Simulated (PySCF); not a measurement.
# TaO2OH: structure of the singlet

Aim: relax TaO2OH as a singlet from a T-shaped (ligand arrangement 1) start, check by its vibrations whether the end is a minimum, and collect its spectrum and constants.

Computed with PySCF 2.14.0. Level: PBE, basis Ta def2-SVP with ECP60, O def2-SVP, H def2-SVP, scalar-relativistic core potentials, no spin–orbit coupling, density fitting.

## (1) Starting geometry

5 atoms, charge 0, spin multiplicity 1.

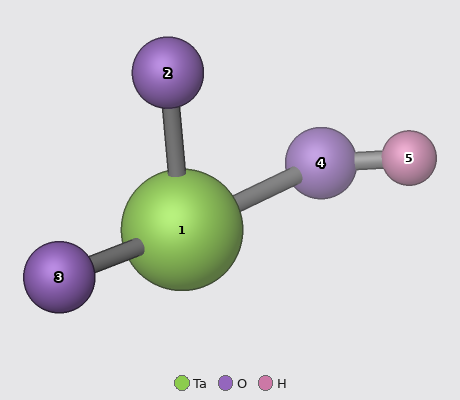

Start geometry, drawn with tantalum green, oxygen purple, hydrogen pink; atoms are numbered from 1 in the order of the file.

```xyz
5
charge 0 multiplicity 1
Ta    0.0299   -0.0032   -0.1372
O     0.0299   -0.0032    1.6928
O     1.8588   -0.0032   -0.0733
O    -2.0588   -0.0032   -0.0643
H    -2.6755    0.7322   -0.0427
```

## (2) Relaxing the singlet from the T-shaped (ligand arrangement 1) start

The steps below are one call of a driver around PySCF. For each, scf.py gives the equivalent set-up of the SCF; relaxations use the driver's own optimiser. Before each start the driver seeks the lowest SCF state from one or more starting densities and follows internal instabilities, so scf.py alone need not reach the same state.

The program finds C1 symmetry in the start.

Contents of scf.py:

```python
from pyscf import gto, scf, dft
mol = gto.M(atom='''
Ta     0.029930    -0.003223    -0.137227
O      0.029930    -0.003223     1.692773
O      1.858830    -0.003223    -0.073327
O     -2.058770    -0.003223    -0.064327
H     -2.675470     0.732177    -0.042727''',
    basis={'Ta': 'def2-SVP', 'O': 'def2-SVP', 'H': 'def2-SVP'},
    ecp={'Ta': 'def2-SVP'},
    charge=0, spin=0)
mf = dft.RKS(mol, xc='PBE')
mf.grids.atom_grid = (50, 194)
aux = {'Ta': 'def2-universal-JKFIT', 'O': 'def2-universal-JKFIT', 'H': 'def2-universal-JKFIT'}
mf = mf.density_fit(auxbasis=aux)
mf.kernel()
```

Energy and gradient, step by step:

| step | energy (Eh) | change (kJ/mol) | largest gradient (Eh/bohr) |
| --- | --- | --- | --- |
| 0 | -282.947164 | 0.00 | 0.12630 |
| 1 | -282.982306 | -92.26 | 0.04068 |
| 2 | -283.006841 | -156.68 | 0.04780 |
| 3 | -283.026551 | -208.43 | 0.04607 |
| 4 | -283.042725 | -250.89 | 0.02827 |
| 5 | -283.045723 | -258.77 | 0.03808 |
| 6 | -283.049384 | -268.38 | 0.02225 |
| 7 | -283.050644 | -271.69 | 0.00785 |
| 8 | -283.050835 | -272.19 | 0.00685 |
| 9 | -283.050976 | -272.56 | 0.00517 |
| 10 | -283.051145 | -273.00 | 0.00406 |
| 11 | -283.051343 | -273.52 | 0.00325 |
| 12 | -283.051549 | -274.06 | 0.00259 |
| 13 | -283.051706 | -274.48 | 0.00193 |
| 14 | -283.051745 | -274.58 | 0.00157 |
| 15 | -283.051759 | -274.61 | 0.00089 |
| 16 | -283.051781 | -274.67 | 0.00135 |
| 17 | -283.051807 | -274.74 | 0.00185 |
| 18 | -283.051838 | -274.82 | 0.00237 |
| 19 | -283.051872 | -274.91 | 0.00142 |
| 20 | -283.051907 | -275.00 | 0.00214 |
| 21 | -283.051926 | -275.05 | 0.00122 |
| 22 | -283.051934 | -275.07 | 0.00143 |
| 23 | -283.051937 | -275.08 | 0.00015 |
| 24 | -283.051938 | -275.08 | 0.00029 |

The walk ran for 30 s (4 threads, shared host).

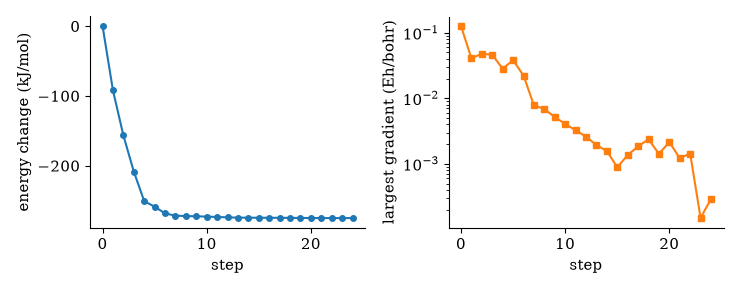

How energy and gradient fall.

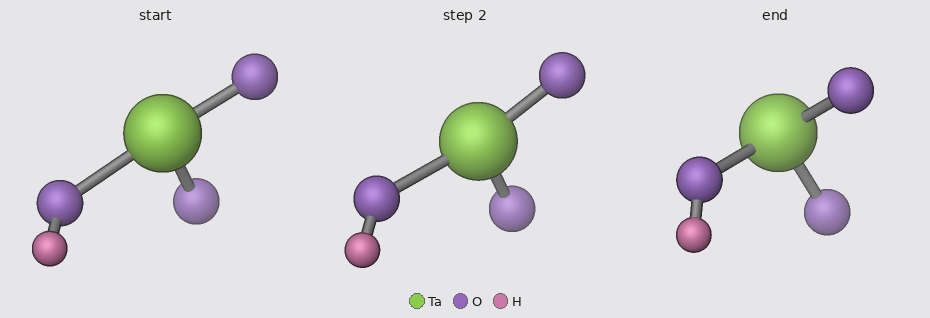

Start and end of the relaxation, with a step between.

It settles in C1 symmetry, 275.1 kJ/mol below the start, after 24 steps: O–H 0.973 Å, Ta–O 1.755 Å, Ta–O 1.757 Å, Ta–O 1.925 Å; H–O–Ta 129.6°, O–Ta–O 104.7°, O–Ta–O 106.3° (×2).

## (3) Frequencies

On the finer grid the gradient is checked again; gradients at displacements of ±0.01 bohr then give force constants and infrared intensities.

Edit scf.py of step 2 so:

```diff
@@ -3,5 +3,5 @@
-Ta     0.029930    -0.003223    -0.137227
-O      0.029930    -0.003223     1.692773
-O      1.858830    -0.003223    -0.073327
-O     -2.058770    -0.003223    -0.064327
-H     -2.675470     0.732177    -0.042727''',
+Ta     0.032492    -0.149498    -0.005232
+O      0.085060     0.429585     1.650478
+O      1.316659     0.723186    -0.827200
+O     -1.623972     0.488852    -0.749582
+H     -2.234076     1.166285    -0.411637''',
@@ -12 +12 @@
-mf.grids.atom_grid = (50, 194)
+mf.grids.atom_grid = (75, 302)
```

The driver hands on the density of the step before, so the log starts near convergence.

SCF at the final geometry:

```text
init E= -283.052113006993
  HOMO = -0.226124985902793  LUMO = -0.151546334573815  gap/eV = 2.02939
cycle= 1 E= -283.052112980586  delta_E= 2.64e-08  |g|= 0.000365  |ddm|= 0.000311
  HOMO = -0.226205110097517  LUMO = -0.15151058560738  gap/eV = 2.03254
cycle= 2 E= -283.052112386779  delta_E= 5.94e-07  |g|= 0.00173  |ddm|= 0.00147
  HOMO = -0.226137727693168  LUMO = -0.151539168931365  gap/eV = 2.02993
cycle= 3 E= -283.052113008176  delta_E= -6.21e-07  |g|= 1.52e-05  |ddm|= 0.00121
  HOMO = -0.226138224020389  LUMO = -0.151539558637538  gap/eV = 2.02993
cycle= 4 E= -283.052113008228  delta_E= -5.12e-11  |g|= 3.36e-06  |ddm|= 1.26e-05
  HOMO = -0.226138481390912  LUMO = -0.15153995602348  gap/eV = 2.02993
Extra cycle  E= -283.052113008175  delta_E= 5.3e-11  |g|= 1.42e-05  |ddm|= 1.24e-05
converged SCF energy = -283.052113008175
```

The whole step took 43 s.

Geometry: C1; O–H 0.972 Å, Ta–O 1.756 Å (×2), Ta–O 1.925 Å; H–O–Ta 129.5°, O–Ta–O 104.8°, O–Ta–O 106.4° (×2).

Harmonic modes (main isotopes):

```tsv
symmetry	ω (cm⁻¹)	IR (km/mol)
a	140	112
a	207	30.1
a	248	13.3
a	337	16.0
a	562	180
a	695	35.4
a	894	151
a	947	37.8
a	3788	205
```

All wavenumbers are real: a minimum.

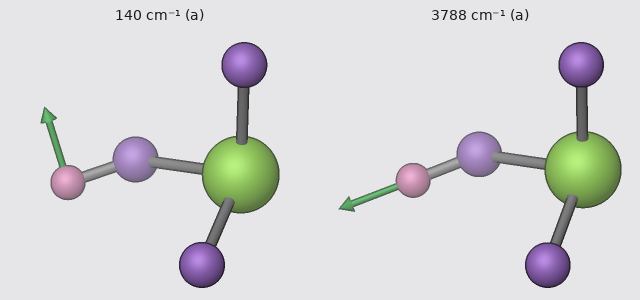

How the atoms move in 2 of the modes.

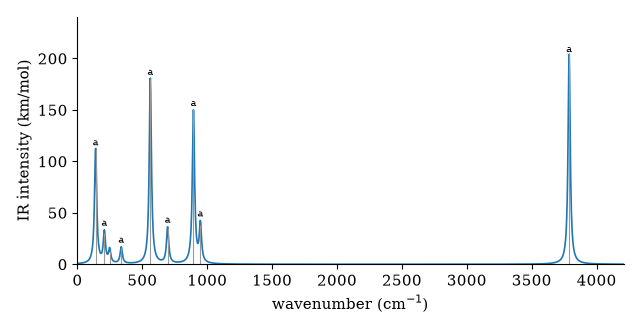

The harmonic infrared spectrum (widths in cm⁻¹). Lines are broadened to a width of 20 cm⁻¹ (Lorentzian).

Constants and moments:

* Dipole moment: 5.06 D
* Highest occupied level: -6.15 eV
* Lowest empty level: -4.12 eV
* Rotational constants: 0.2051, 0.1731, 0.1209 cm⁻¹
* Zero-point energy: 46.8 kJ/mol
* Principal polarisabilities: 31.7, 45.3, 48.9 bohr³
* Atomisation energy without zero-point energy: 2512 kJ/mol
* Principal traceless quadrupole moments about the centre of mass: -10.33, -4.52, 14.85 D Å
* Entropy at 298.15 K and 1 bar: 320.5 J/(mol K)
* Heat capacity Cp at 298.15 K: 75.1 J/(mol K)
* Enthalpy at 298.15 K above 0 K: 16.41 kJ/mol
* Rotational symmetry number: 1

Charges (e) and bond orders:

| atom | Mulliken | Löwdin | polar tensor | Mayer order to Ta1 |
| --- | --- | --- | --- | --- |
| Ta1 | 0.81 | 0.26 | 1.74 | – |
| O2 | -0.32 | -0.14 | -0.66 | 2.27 |
| O3 | -0.33 | -0.14 | -0.66 | 2.24 |
| O4 | -0.39 | -0.11 | -0.78 | 1.24 |
| H5 | 0.23 | 0.12 | 0.36 | 0.04 |

Outer orbital energies (eV). occupied: -8.98, -8.75, -8.53, -8.31, -7.68, -7.44, -6.99, -6.15; empty: -4.12, -1.90, -1.33, -0.69.

Mulliken populations on Ta1 (outside its core potential): s 2.38, p 6.34, d 3.29, f 0.18.

## (4) Would spin polarisation lower it?

At the lowest minimum the closed shell is tested against spin polarisation, on the (50, 194) grid. It is stable.

## (5) Summary of results

| quantity | value |
| --- | --- |
| minimum | singlet, C1 |
| geometry | O–H 0.972 Å, Ta–O 1.756 Å (×2), Ta–O 1.925 Å; H–O–Ta 129.5°, O–Ta–O 104.8°, O–Ta–O 106.4° (×2) |
| wavenumbers (cm⁻¹) | 140 (a), 207 (a), 248 (a), 337 (a), 562 (a), 695 (a), 894 (a), 947 (a), 3788 (a) |
| dipole moment | 5.06 D |
| highest occupied, lowest empty level | -6.15, -4.12 eV |
| polar-tensor charge of Ta1 | +1.74 e |
| zero-point energy | 46.8 kJ/mol |
| entropy at 298.15 K | 320.5 J/(mol K) |
| atomisation energy (no zero-point energy) | 2512 kJ/mol |

What this shows: The T-shaped (ligand arrangement 1) start ends in a minimum without symmetry. The strongest infrared band lies at 3788 cm⁻¹ (a). With 5.1 D the molecule is strongly polar. Other starts or spin states, not run here, may lie lower. With an element this heavy the missing spin–orbit coupling can shift these numbers.

The search up to here took 79 s.
